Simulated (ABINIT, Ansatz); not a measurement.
**SrLiCl3 (Pm-3m): zone-centre phonons**

Which modes does SrLiCl3 (Pm-3m) have at the zone centre?

Main program and level: ABINIT 10.8.3; DFT LDA, scalar-relativistic, plane waves, PseudoDojo norm-conserving pseudopotentials.

The structure was built from a prototype and need not be the compound's stable phase.

### Step 1. The structure

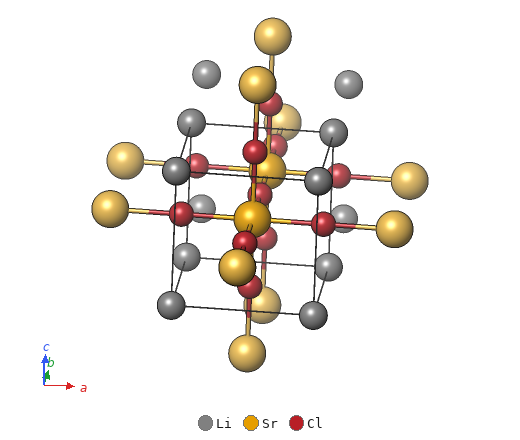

The cell as given, slightly off an axis (lithium grey, strontium orange, chlorine red). 1×2×1 cells are drawn. Some periodic images of atoms are drawn too.

### Step 2. Relaxing the cell and atoms

The harmonic expansion needs vanishing forces, and a free crystal bears no stress, so cell and atoms are brought to rest. Stress is more sensitive to the basis than forces are: the last 3 Ha under the cutoff are smoothed with ecutsm, and the cutoff is raised above that of the later runs.

The starting cell comes from a relaxation made beforehand in Ansatz (LDA, PseudoDojo NC).

relax.abi reads:

```
# relaxation
ionmov 2
optcell 2
dilatmx 1.08
ntime 40
tolmxf 1.0d-05
tolvrs 1.0d-14
prtwf 0
prtden 0
chksymtnons 0

# basis, mesh and filling
ecut 41.0
ecutsm 3.0
ngkpt 4 4 4
nshiftk 1
shiftk 0.0 0.0 0.0
istwfk *1
occopt 1
nband 17
nstep 100
diemac 9.0
prtebands 0
prtgsr 0
useylm 1

# cell and atoms
acell 10.34976928 10.34976928 10.34976928
rprim 
    1.0 0.0 0.0
    0.0 1.0 0.0
    0.0 0.0 1.0
ntypat 3
znucl 3 38 17
natom 5
typat 1 2 3 3 3
xred 
    0.0 0.0 0.0
    0.5 0.5 0.5
    0.5 0.5 0.0
    0.5 0.0 0.5
    0.0 0.5 0.5
pp_dirpath "./pseudo"
pseudos "Li.upf, Sr.upf, Cl.upf"
```

Launch:

```sh
$ OMP_NUM_THREADS=1 mpirun -n 4 abinit relax.abi > relax.log
```

Numbers of over 12 decimals in the logs are rounded to 6 here.

relax.abo, the main output file:

```text
[banners, grids, parts of the stress and lines that vanish by symmetry left out]
- input  file    -> relax.abi
- output file    -> relax.abo
- root for input  files -> relaxi
[...]
Symmetries : space group Pm -3 m (#221); Bravais cP (primitive cubic)
[...]
mpw =       17592          nfft =      373248          nkpt =          10
[...]
== DATASET  1 ==================================================================
[...]
cutoff_energies: {ecut:  41.0, pawecutdg:  -1.0, }
[...]
ETOT  1  -90.797737699815    -9.080E+01 8.638E-02 5.433E+02
 ETOT  2  -90.917308447460    -1.196E-01 8.923E-06 1.289E+02
 ETOT  3  -90.918999885128    -1.691E-03 4.931E-05 3.732E+01
 ETOT  4  -90.919712194140    -7.123E-04 2.786E-06 1.739E+00
 ETOT  5  -90.919729659607    -1.747E-05 1.749E-06 1.468E+00
[...]
ETOT 13  -90.919787366761    -3.823E-12 8.080E-19 2.839E-14
 ETOT 14  -90.919787366773    -1.172E-11 5.880E-20 1.423E-15
 At SCF step   14       vres2   =  1.42E-15 < tolvrs=  1.00E-14 =>converged.
[...]
sigma(1 1)=  7.36285670E-08  sigma(3 2)=  0.00000000E+00
  sigma(2 2)=  7.36285670E-08  sigma(3 1)=  0.00000000E+00
  sigma(3 3)=  7.36285670E-08  sigma(2 1)=  0.00000000E+00
[...]
convergence: {deltae: -1.172E-11, res2:  1.423E-15, residm:  5.880E-20, diffor: null, }
etotal    :  -9.09197874E+01
[...]
At Broyd/MD step   1, gradients are converged :
[...]
sigma(1 1)=  7.36285670E-08  sigma(3 2)=  0.00000000E+00
  sigma(2 2)=  7.36285670E-08  sigma(3 1)=  0.00000000E+00
  sigma(3 3)=  7.36285670E-08  sigma(2 1)=  0.00000000E+00
[...]
- sigma(1 1)=  2.16622723E-03  sigma(3 2)=  0.00000000E+00
- sigma(2 2)=  2.16622723E-03  sigma(3 1)=  0.00000000E+00
- sigma(3 3)=  2.16622723E-03  sigma(2 1)=  0.00000000E+00
[...]
fcart     -0.0000000000E+00 -0.0000000000E+00 -0.0000000000E+00
           strten      7.3628566973E-08  7.3628566972E-08  7.3628566971E-08
================================================================================

[key lines of the parts left out:]
pressure_GPa:  -2.1662E-03
Total energy (etotal) [Ha]= -9.09197873667731E+01
```

The job ended after 75 s (4 MPI ranks of Intel Xeon Platinum 8375C at 2.90GHz (Ice Lake), shared host; 5 min of CPU time).

Little changed from the start: no atom moved by 0.005 Å and no cell edge by 0.1 %.

This step gave:

```
volume per atom : 32.86 Å³
pressure        : -0.002166 GPa
```

### Step 3. Ground state

The response is built on these wavefunctions, so the potential is converged far more tightly than an energy would need. The mesh is shifted off Γ, since shifted meshes converge sums over the zone faster.

gs.abi reads:

```
# ground state
tolvrs 1.0d-16
prtden 1
prtwf 1

# basis, mesh and filling
ecut 33.0
ngkpt 4 4 4
nshiftk 1
shiftk 0.5 0.5 0.5
istwfk *1
occopt 1
nband 17
nstep 100
diemac 9.0
prtebands 0
prtgsr 0
useylm 1

# cell and atoms
acell 10.34976928 10.34976928 10.34976928
rprim 
    1.0 0.0 0.0
    0.0 1.0 0.0
    0.0 0.0 1.0
ntypat 3
znucl 3 38 17
natom 5
typat 1 2 3 3 3
xred 
    0.0 0.0 0.0
    0.5 0.5 0.5
    0.5 0.5 0.0
    0.5 0.0 0.5
    0.0 0.5 0.5
pp_dirpath "./pseudo"
pseudos "Li.upf, Sr.upf, Cl.upf"
```

Launch:

```sh
$ OMP_NUM_THREADS=1 mpirun -n 4 abinit gs.abi > gs.log
```

gs.abo, the main output file:

```text
[banners, grids, parts of the stress and lines that vanish by symmetry left out]
- input  file    -> gs.abi
- output file    -> gs.abo
- root for input  files -> gsi
[...]
Symmetries : space group Pm -3 m (#221); Bravais cP (primitive cubic)
[...]
mpw =       10051          nfft =      157464          nkpt =           4
[...]
== DATASET  1 ==================================================================
[...]
cutoff_energies: {ecut:  33.0, pawecutdg:  -1.0, }
[...]
ETOT  1  -90.807629691816    -9.081E+01 4.052E-02 2.572E+02
 ETOT  2  -90.917032604075    -1.094E-01 9.352E-06 4.856E+01
 ETOT  3  -90.918851902382    -1.819E-03 5.702E-05 1.564E+01
 ETOT  4  -90.919675013157    -8.231E-04 2.291E-06 6.981E-01
 ETOT  5  -90.919693442881    -1.843E-05 2.133E-06 3.243E-01
[...]
ETOT 14  -90.919734795046     1.073E-11 2.525E-20 2.828E-16
 ETOT 15  -90.919734795053    -6.807E-12 5.611E-23 1.573E-18
 At SCF step   15       vres2   =  1.57E-18 < tolvrs=  1.00E-16 =>converged.
[...]
sigma(1 1)=  1.73606300E-06  sigma(3 2)=  0.00000000E+00
  sigma(2 2)=  1.73606300E-06  sigma(3 1)=  0.00000000E+00
  sigma(3 3)=  1.73606300E-06  sigma(2 1)=  0.00000000E+00
[...]
convergence: {deltae: -6.807E-12, res2:  1.573E-18, residm:  5.611E-23, diffor: null, }
etotal    :  -9.09197348E+01
[...]
sigma(1 1)=  1.73606300E-06  sigma(3 2)=  0.00000000E+00
  sigma(2 2)=  1.73606300E-06  sigma(3 1)=  0.00000000E+00
  sigma(3 3)=  1.73606300E-06  sigma(2 1)=  0.00000000E+00
[...]
- sigma(1 1)=  5.10767369E-02  sigma(3 2)=  0.00000000E+00
- sigma(2 2)=  5.10767369E-02  sigma(3 1)=  0.00000000E+00
- sigma(3 3)=  5.10767369E-02  sigma(2 1)=  0.00000000E+00
[...]
fcart     -0.0000000000E+00 -0.0000000000E+00 -0.0000000000E+00
           strten      1.7360630018E-06  1.7360630018E-06  1.7360630018E-06
================================================================================

[key lines of the parts left out:]
pressure_GPa:  -5.1077E-02
```

It took 16 s on 4 MPI ranks; 65 s of CPU time.

Numbers from this step:

| Quantity | Value |
| --- | --- |
| pressure | -0.05108 GPa |

The cell stands at -0.051 GPa, close enough for phonons.

### Step 4. Empty bands

Empty bands on the ground state's density check that the gap assumed so far is there in this cell.

gap.abi reads:

```
# empty bands on the ground state's density
iscf -2
getden_filepath "gso_DEN"
tolwfr 1.0d-12
nbdbuf 2
prtwf 0

# basis, mesh and filling
ecut 33.0
ngkpt 4 4 4
nshiftk 1
shiftk 0.0 0.0 0.0
istwfk *1
occopt 1
nband 21
nstep 100
diemac 9.0
prtebands 0
prtgsr 0
useylm 1

# cell and atoms
acell 10.34976928 10.34976928 10.34976928
rprim 
    1.0 0.0 0.0
    0.0 1.0 0.0
    0.0 0.0 1.0
ntypat 3
znucl 3 38 17
natom 5
typat 1 2 3 3 3
xred 
    0.0 0.0 0.0
    0.5 0.5 0.5
    0.5 0.5 0.0
    0.5 0.0 0.5
    0.0 0.5 0.5
pp_dirpath "./pseudo"
pseudos "Li.upf, Sr.upf, Cl.upf"
```

Launch:

```sh
$ OMP_NUM_THREADS=1 mpirun -n 4 abinit gap.abi > gap.log
```

gap.abo, the main output file:

```text
[banners, grids, parts of the stress and lines that vanish by symmetry left out]
- input  file    -> gap.abi
- output file    -> gap.abo
- root for input  files -> gapi
[...]
Symmetries : space group Pm -3 m (#221); Bravais cP (primitive cubic)
[...]
mpw =       10068          nfft =      157464          nkpt =          10
[...]
== DATASET  1 ==================================================================
[...]
cutoff_energies: {ecut:  33.0, pawecutdg:  -1.0, }
[...]
-outvars: echo values of variables after computation
            acell      1.0349769280E+01  1.0349769280E+01  1.0349769280E+01 Bohr
================================================================================
```

Wall time 30 s (4 MPI ranks); 2 min of CPU time.

This step gave:

| Quantity | Value |
| --- | --- |
| gap on the k-mesh | 3.460 eV |

In this cell the gap on the mesh is 3.5 eV, indirect (smallest direct 3.7 eV), so fixed occupations hold.

### Step 5. Zone-centre response

The derivative of the wavefunctions by k comes first, since the response to a field is built on it; then the field and the displacements that symmetry doesn't supply are solved at q = 0.

It reads the wavefunctions written in step 3.

dfpt_gamma.abi reads:

```
ndtset 2

# common to the responses
getwfk_filepath "gso_WFK"
kptopt 2
nqpt 1
qpt 0.0 0.0 0.0
asr 0
chneut 0

# d/dk
rfelfd1 2
rfdir1 1 1 1
iscf1 -3
tolwfr1 1.0d-20

# displacements, field
rfphon2 1
rfatpol2 1 5
rfdir2 1 1 1
rfelfd2 3
getddk2 1
tolvrs2 1.0d-10
prtwf2 0

# basis, mesh and filling
ecut 33.0
ngkpt 4 4 4
nshiftk 1
shiftk 0.5 0.5 0.5
istwfk *1
occopt 1
nband 17
nstep 100
diemac 9.0
prtebands 0
prtgsr 0
useylm 1

# cell and atoms
acell 10.34976928 10.34976928 10.34976928
rprim 
    1.0 0.0 0.0
    0.0 1.0 0.0
    0.0 0.0 1.0
ntypat 3
znucl 3 38 17
natom 5
typat 1 2 3 3 3
xred 
    0.0 0.0 0.0
    0.5 0.5 0.5
    0.5 0.5 0.0
    0.5 0.0 0.5
    0.0 0.5 0.5
pp_dirpath "./pseudo"
pseudos "Li.upf, Sr.upf, Cl.upf"
```

Launch:

```sh
$ OMP_NUM_THREADS=1 mpirun -n 4 abinit dfpt_gamma.abi > dfpt_gamma.log
```

dfpt_gamma.abo, the main output file:

```text
[banners, grids, parts of the stress and lines that vanish by symmetry left out]
- input  file    -> dfpt_gamma.abi
- output file    -> dfpt_gamma.abo
- root for input  files -> dfpt_gammai
[...]
DATASET    1 : space group Pm -3 m (#221); Bravais cP (primitive cubic)
[...]
nfft =      157464          nkpt =          32
[...]
DATASET    2 : space group Pm -3 m (#221); Bravais cP (primitive cubic)
[...]
nfft =      157464          nkpt =          32
[...]
== DATASET  1 ==================================================================
[...]
cutoff_energies: {ecut:  33.0, pawecutdg:  -1.0, }
[...]
- 17.00000   7.00000  180309                  znucl, zion, pspdat
[...]
Perturbation : derivative vs k along direction   1
[...]
-ETOT  1  -11.945873309289     -1.195E+01 3.335E-02 0.000E+00
 ETOT  2  -11.970744204021     -2.487E-02 9.413E-05 0.000E+00
 ETOT  3  -11.970843291784     -9.909E-05 8.249E-07 0.000E+00
 ETOT  4  -11.970843806436     -5.147E-07 3.481E-09 0.000E+00
 ETOT  5  -11.970843809410     -2.974E-09 4.271E-11 0.000E+00
[...]
At SCF step   10   max residual=  9.99E-21 < tolwfr=  1.00E-20 =>converged.
[...]
Perturbation : derivative vs k along direction   2
[...]
-ETOT  1  -11.945701277639     -1.195E+01 3.335E-02 0.000E+00
[...]
At SCF step   10   max residual=  9.93E-21 < tolwfr=  1.00E-20 =>converged.
[...]
Perturbation : derivative vs k along direction   3
[...]
-ETOT  1  -11.945873367273     -1.195E+01 3.335E-02 0.000E+00
[...]
At SCF step   10   max residual=  9.99E-21 < tolwfr=  1.00E-20 =>converged.
[...]
1        1       0.9036318752    0.0000000000
     1        2       0.0000000000    0.0000000000
     1        3       0.0000000000    0.0000000000
     2        1       0.0000000000    0.0000000000
     2        2       0.9036318752    0.0000000000
     2        3       0.0000000000    0.0000000000
     3        1       0.0000000000    0.0000000000
     3        2       0.0000000000    0.0000000000
     3        3       0.9036318752    0.0000000000
[...]
== DATASET  2 ==================================================================
[...]
cutoff_energies: {ecut:  33.0, pawecutdg:  -1.0, }
[...]
Perturbation : displacement of atom   1   along direction   1
[...]
-ETOT  1  0.208765     -3.641E+03 4.622E+01 6.426E+02
[...]
At SCF step   11       vres2   =  8.76E-11 < tolvrs=  1.00E-10 =>converged.
[...]
Perturbation : displacement of atom   2   along direction   1
[...]
-ETOT  1   10.997232252065     -2.716E+03 1.380E+01 5.810E+03
[...]
At SCF step   13       vres2   =  6.20E-12 < tolvrs=  1.00E-10 =>converged.
[...]
Perturbation : displacement of atom   3   along direction   1
[...]
-ETOT  1   1.000391     -1.337E+03 3.355E+00 2.382E+03
[...]
At SCF step   12       vres2   =  7.51E-12 < tolvrs=  1.00E-10 =>converged.
[...]
Perturbation : displacement of atom   3   along direction   3
[...]
-ETOT  1   11.044988772131     -1.358E+03 3.330E+00 7.532E+03
[...]
At SCF step   12       vres2   =  2.66E-11 < tolvrs=  1.00E-10 =>converged.
[...]
Perturbation : homogeneous electric field along direction   1
[...]
-ETOT  1  -40.123345913124     -4.012E+01 2.730E-01 3.222E+04
[...]
ETOT 11  -49.801868902504     -2.776E-11 7.137E-14 7.828E-10
 ETOT 12  -49.801868902504     -2.700E-13 3.331E-16 1.506E-11
 At SCF step   12       vres2   =  1.51E-11 < tolvrs=  1.00E-10 =>converged.
[...]
Dielectric tensor, in cartesian coordinates,
[...]
1    7   1    7         2.5316696211        -0.0000000000
   1    7   2    7        -0.0000000000        -0.0000000000
   1    7   3    7        -0.0000000000        -0.0000000000
   2    7   1    7        -0.0000000000        -0.0000000000
   2    7   2    7         2.5316696211        -0.0000000000
   2    7   3    7        -0.0000000000        -0.0000000000
   3    7   1    7        -0.0000000000        -0.0000000000
   3    7   2    7        -0.0000000000        -0.0000000000
   3    7   3    7         2.5316696211        -0.0000000000
  Effective charges, in cartesian coordinates,
[...]
1    1   1    7         1.3361708032         0.0000000000
   2    1   1    7         0.0000000000         0.0000000000
   3    1   1    7         0.0000000000         0.0000000000
   1    2   1    7         2.3566096264         0.0000000000
   2    2   1    7         0.0000000000         0.0000000000
[...]
Effective charges, in cartesian coordinates,
[...]
2    7   1    5         0.0000000000         0.0000000000
   3    7   1    5         0.0000000000         0.0000000000
   1    7   2    5         0.0000000000         0.0000000000
   2    7   2    5        -0.8711018881         0.0000000000
   3    7   2    5         0.0000000000         0.0000000000
   1    7   3    5         0.0000000000         0.0000000000
   2    7   3    5         0.0000000000         0.0000000000
   3    7   3    5        -0.8711018881         0.0000000000
  Phonon wavevector (reduced coordinates) :  0.00000  0.00000  0.00000
 Phonon energies in Hartree :
[...]
Phonon frequencies in cm-1    :
- -1.757263E+02 -1.757263E+02 -1.757263E+02 -5.853929E+01 -5.853929E+01
- -5.853929E+01  5.485237E-01  5.485239E-01  5.485245E-01  7.671962E+01
-  7.671962E+01  7.671962E+01  2.799252E+02  2.799252E+02  2.799252E+02
  Phonon at Gamma, with non-analyticity in the
[...]
Phonon energies in Hartree :
[...]
Phonon frequencies in cm-1    :
- -1.757263E+02 -1.757263E+02 -5.853929E+01 -5.853929E+01 -5.853929E+01
- -4.847568E+01  5.485237E-01  5.485239E-01  1.359747E+00  7.671962E+01
-  7.671962E+01  8.202939E+01  2.799252E+02  2.799252E+02  3.231859E+02
  Phonon at Gamma, with non-analyticity in the
[...]
Phonon energies in Hartree :
[...]
Phonon frequencies in cm-1    :
- -1.757263E+02 -1.757263E+02 -5.853929E+01 -5.853929E+01 -5.853929E+01
- -4.847568E+01  5.485237E-01  5.485245E-01  1.359747E+00  7.671962E+01
-  7.671962E+01  8.202939E+01  2.799252E+02  2.799252E+02  3.231859E+02
  Phonon at Gamma, with non-analyticity in the
[...]
Phonon energies in Hartree :
[...]
Phonon frequencies in cm-1    :
- -1.757263E+02 -1.757263E+02 -5.853929E+01 -5.853929E+01 -5.853929E+01
- -4.847568E+01  5.485239E-01  5.485245E-01  1.359747E+00  7.671962E+01
-  7.671962E+01  8.202939E+01  2.799252E+02  2.799252E+02  3.231859E+02
[...]
fcart2     0.0000000000E+00  0.0000000000E+00  0.0000000000E+00
           strten2     0.0000000000E+00  0.0000000000E+00  0.0000000000E+00
================================================================================
```

Run time: 6.3 min. Hardware: 4 MPI ranks; 25 min of CPU time.

Numbers from this step:

```yaml
miss_of_the_charge_sum_rule: 0.01745 e
largest_acoustic_frequency_at_the_zone_centre_before_the_sum_rule: 0.55 cm⁻¹
highest_optical_zone_centre_mode_no_lo_to_term: 279.9 cm⁻¹
lowest_optical_zone_centre_mode: -175.7 cm⁻¹
mean_high_frequency_dielectric_constant: 2.532
largest_born_charge_in_size_third_of_the_trace: 2.357 e
```

Born charge (rows field, columns displacement), before the sum rule (e), principal values of the symmetric part by kind of site:

```
atom  atoms with these values    low  middle   high   mean
 Li1                        1   1.34    1.34   1.34   1.34
 Sr2                        1   2.36    2.36   2.36   2.36
 Cl3                        3  -1.93   -0.87  -0.87  -1.23
```

In full for Cl3:

```
-0.87  0.00  0.00
 0.00 -0.87  0.00
 0.00  0.00 -1.93
```

High-frequency dielectric tensor:

```
2.53 0.00 0.00
0.00 2.53 0.00
0.00 0.00 2.53
```

The acoustic modes at Γ come out as far as 0.6 cm⁻¹ from zero, where they should vanish, a small numerical error; the Born charges miss their sum rule by 0.017 e, which is good. The lowest optical mode is imaginary, 176i cm⁻¹, an instability at this level and on this k mesh.

[end of part 1 of 2]

[Host names and launcher messages were left out of these logs when they were recorded.]

[Logs are printed without paths, hosts, clocks, repeated set-up lines and the standing remarks that a program may print on its own settings, such as how far it seeks lower states.]

[Hosts, paths, dates, database ids (printed as entryN), source tags and the programs' standing remarks are cut or masked in the printed files.]
